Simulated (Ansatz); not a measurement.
# H4Ta (Ta(H)4): the cost of one run

Computed with Ansatz 0.2.0. Level: DFT PBE, plane waves, PAW, molecule in a box with 9 Å of vacuum.

2 further runs of the same task are left out: 2 for a known fault of the program.

## Step 1: The starting structure

5 atoms, charge 0, spin multiplicity 2.

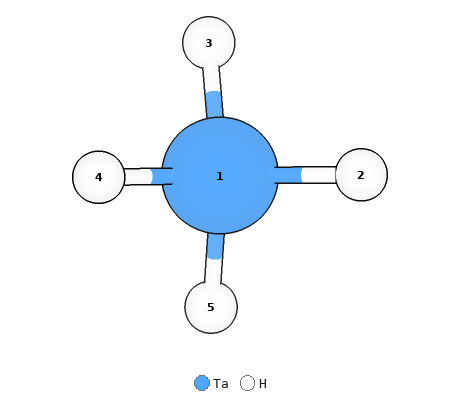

The structure; tantalum blue, hydrogen white; atoms are numbered from 1 in the order of the file.

As a file:

```xyz
5
H4Ta
Ta    0.0000    0.0000    0.0000
H     1.4807    0.0000    0.9677
H     0.0000    1.4807   -0.9677
H    -1.4807    0.0000    0.9677
H     0.0000   -1.4807   -0.9677
```

Formal oxidation states: Ta +4. An earlier session relaxed this geometry at PBE0, Ta def2-SVP with ECP60, H def2-SVP (doublet, point group D2d).

## Step 2: Scalar-relativistic

input.yaml reads:

```yaml
crystal:
  lattice:
    - [11.96, 0.0, 0.0]
    - [0.0, 11.96, 0.0]
    - [0.0, 0.0, 10.94]
  atoms:
    - { symbol: Ta, position: [0.50005853, 0.50005853, 0.49979159], spin: 1.0 }
    - { symbol: H, position: [0.62386371, 0.50005853, 0.58824863] }
    - { symbol: H, position: [0.50005853, 0.62386371, 0.41133455] }
    - { symbol: H, position: [0.37625418, 0.50005853, 0.58824863] }
    - { symbol: H, position: [0.50005853, 0.37625418, 0.41133455] }
basis:
  ecutwfc: 420
  ecutrho_ratio: 4
kpoints:
  mp_grid: { grid: [1, 1, 1] }
hamiltonian:
  xc: pbe
scf:
  occupations: { method: gaussian, width: 0.01 }
output:
  forces: true
  eigenvalues: true
  populations: true
magnetization:
  spin_polarized: true
```

The run is started by

```console
$ ansatz run input.yaml --threads 2 --pin off --max-ram 5120MiB --backend cpu --events-out ev --progress --plain --runs-dir out
```

What time and memory should one allow on 2 threads of Arm Neoverse N1, shared host?

About 80 s, with a peak of 0.99 GiB.
